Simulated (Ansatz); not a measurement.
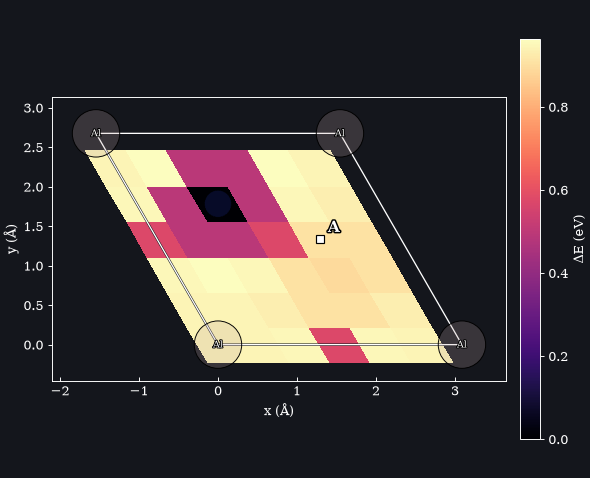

C on an AlN(001) slab cut from the P6_3mc phase, its upper half relaxed before the scan (8 atoms of substrate and one adsorbate in a 1 × 1 cell). C is moved over the surface cell; relaxed at each place: the height of the adsorbate's atoms; substrate rigid; the origin of the map has the adsorbate above Al8. Places are given modulo a cell vector. The map is drawn in real space over the plane of the surface. The scan uses a 6 × 6 grid; 10 points were computed and 26 follow by symmetry. All energies are given in eV relative to the lowest grid point. Energies and slopes of some neighbouring points disagree (a jump in structure or state, or too coarse a mesh). The magnetic moment jumps between some neighbouring points. With one adsorbate in each 1 × 1 cell, its nearest image is 3.1 Å away, so neighbouring adsorbates interact. The calculation used Ansatz 0.2.0, DFT LDA, scalar-relativistic, plane waves, PAW. Settings: cutoff 420 eV, k-mesh 9×9×1, gaussian smearing 0.05 eV, spin-polarised.

The picture shows one coloured cell a grid point, labelled circles for the atoms of the top layer and small ones for the second layer, the outline of one cell of the plane, the point A.

> Which way does the force act at A, and how strong is it?

A, at (4/6, 3/6) of the cell vectors, is not a stationary point. The computed force is 0.1 eV/Å in the plane, pointing down in the picture (components −0.02 and −0.10 eV/Å).

PAW datasets: the set soft_1.
